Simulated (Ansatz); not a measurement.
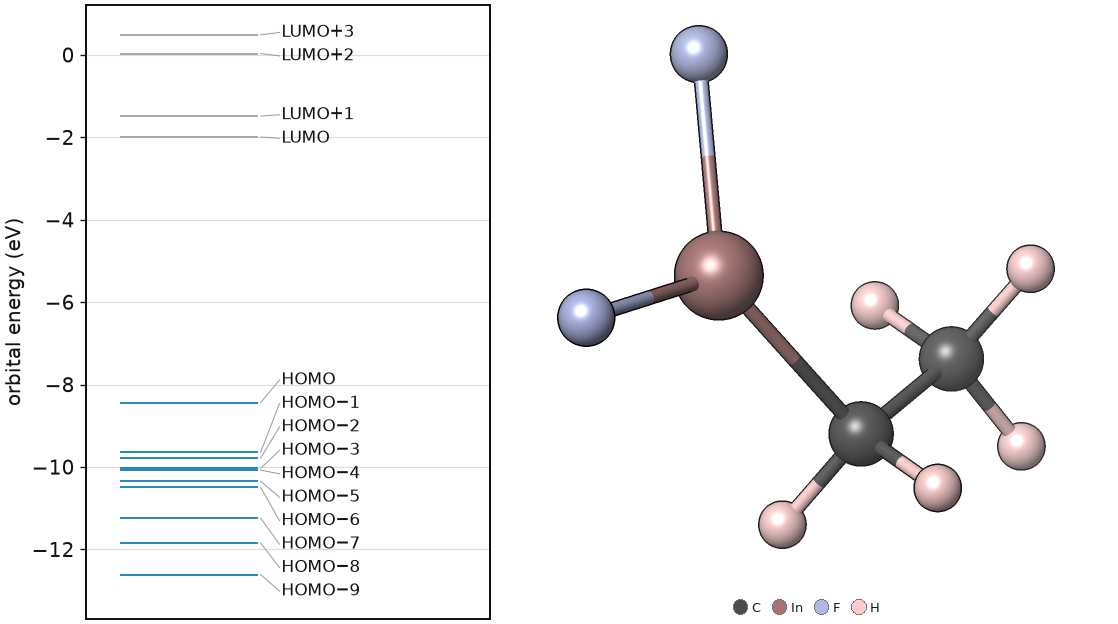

C₂H₅F₂In, SMILES C[CH2][In]([F])[F], singlet. Kohn-Sham orbital energies near the frontier, B3LYP/def2-TZVPP in the Ansatz code 0.2.0, at a PBE0-D4/def2-TZVP geometry (a minimum by its frequencies), isolated molecule; empty levels in grey, levels within 0.03 eV side by side.

**Where do the frontier orbitals lie?**

HOMO at −8.44 eV, LUMO at −1.99 eV, 6.44 eV apart.

**How far below the HOMO does the next level lie?**

1.20 eV.

**List the levels.**

```csv
orbital,energy (eV)
LUMO+3,0.49
LUMO+2,0.03
LUMO+1,−1.48
LUMO,−1.99
HOMO,−8.44
HOMO−1,−9.64
HOMO−2,−9.78
HOMO−3,−10.03
HOMO−4,−10.08
HOMO−5,−10.35
HOMO−6,−10.50
HOMO−7,−11.25
HOMO−8,−11.85
HOMO−9,−12.61
```

Known limits of this run: core potentials past krypton; spin-orbit coupling is left out, and with In it can shift these levels and split any degenerate set; one conformer of a flexible molecule; empty levels above zero depend strongly on the basis.
